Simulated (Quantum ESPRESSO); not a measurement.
Effort and miss along a sweep of ecutwfc: SiP2O7 (P6_3/m, 20 atoms in the cell)

Cell: a = 4.7133 Å, b = 4.7133 Å, c = 11.9971 Å, α = 90.00°, β = 90.00°, γ = 120.00°.

Method of the run: LDA (PZ), GBRV 1.5 ultrasoft (LDA) pseudopotentials (plane waves; Quantum ESPRESSO).

Base settings: ecutwfc = 40 Ry; ecutrho = 200 Ry; occupations = smearing; smearing = gauss; degauss = 0.0036749 Ry; potentials = {Si: si_lda_v1.uspp.F.UPF, P: p_lda_v1.5.uspp.F.UPF, O: o_lda_v1.2.uspp.F.UPF}; K_POINTS = automatic 4 4 2 0 0 0; conv_thr = 1e-09 Ry; mixing_beta = 0.4.

Misses are taken against the tightest run, 80 Ry (ecutrho: 200 Ry → 400 Ry), which need not be fully converged itself. The energy is the free energy per atom.

The count of work is k-points × plane waves × bands × iterations; it is no time, and leaves out set-up, grids and terms that scale otherwise. Core times come from one kind of shared machine and are given to one figure; runs under 30 s give none.

The starting cell comes from a database of computed structures (which also holds hypothetical and non-ambient phases and stackings), without a prior relaxation at this level.

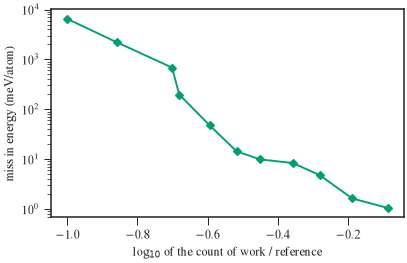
*Miss against the count of work; the reference run is not drawn, and misses under 0.1 meV/atom are drawn there.*

```tsv
ecutwfc	energy less reference (meV/atom)	pressure less reference (GPa)	largest difference in the force on any atom (eV/Å)	count of work / reference	core time / reference (rough)
16 Ry (ecutrho: 200 Ry → 80 Ry)	6498.19	-230.54	1.179	0.100	0.1
20 Ry (ecutrho: 200 Ry → 100 Ry)	2189.79	-109.94	0.588	0.14	0.1
24 Ry (ecutrho: 200 Ry → 120 Ry)	684.61	-45.84	0.066	0.20	0.2
28 Ry (ecutrho: 200 Ry → 140 Ry)	197.47	-17.00	0.012	0.21	0.2
32 Ry (ecutrho: 200 Ry → 160 Ry)	47.68	-4.80	0.018	0.25	0.3
36 Ry (ecutrho: 200 Ry → 180 Ry)	14.35	-0.76	0.008	0.30	0.3
40 Ry	9.92	0.11	0.006	0.35	0.3
46 Ry (ecutrho: 200 Ry → 230 Ry)	8.38	-0.03	0.004	0.44	0.4
52 Ry (ecutrho: 200 Ry → 260 Ry)	4.77	-0.13	0.003	0.53	0.5
60 Ry (ecutrho: 200 Ry → 300 Ry)	1.63	0.04	0.001	0.65	0.6
70 Ry (ecutrho: 200 Ry → 350 Ry)	1.06	0.11	0.001	0.82	0.8
80 Ry (ecutrho: 200 Ry → 400 Ry)	0.00	0.00	0.000	1.0	1
```

Coarsest setting among those run that, with all tighter ones, holds the energy within 20 meV/atom of the reference: 36 Ry (ecutrho: 200 Ry → 180 Ry), off by 14 meV/atom; it needs 0.30 of the reference's count of work and about 0.3 of the reference's time.

The step from 16 Ry (ecutrho: 200 Ry → 80 Ry) to 32 Ry (ecutrho: 200 Ry → 160 Ry): it takes the miss in the energy from 6500 to 48 meV/atom, for 2.6 times the count of work and roughly 2 times the time.
